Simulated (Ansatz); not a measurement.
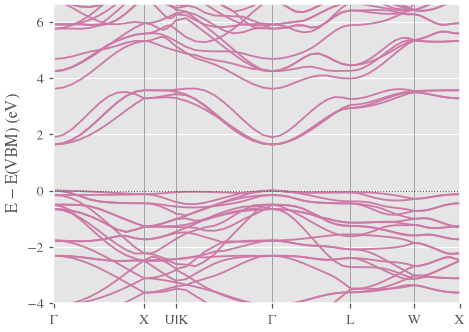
Band structure from plane-wave PAW LDA (Ansatz code)

### Question
Read off the gap and where the band edges lie.

### Answer
About 1.6 eV (1.64 eV by a search for the band edges); maximum at Γ, minimum at Γ.

### Question
Which compound is it?
A) MgIn2S4, spinel
B) TePb, rock salt
C) MgS, rock salt

### Answer
A, MgIn2S4, spinel

Space group Fd-3m (spinel). The workflow started from a Materials Project entry (that database holds measured and hypothetical structures alike); the Crystallography Open Database files this formula in space group No. 227, but the cells were not matched. Its standing as an ambient phase is unchecked. The LDA relaxation kept the symmetry of its start; of distortions, only those at the zone centre were tested. Spin–orbit coupling is left out wherever it is not named.

Potentials: the later of the program's two PAW sets.
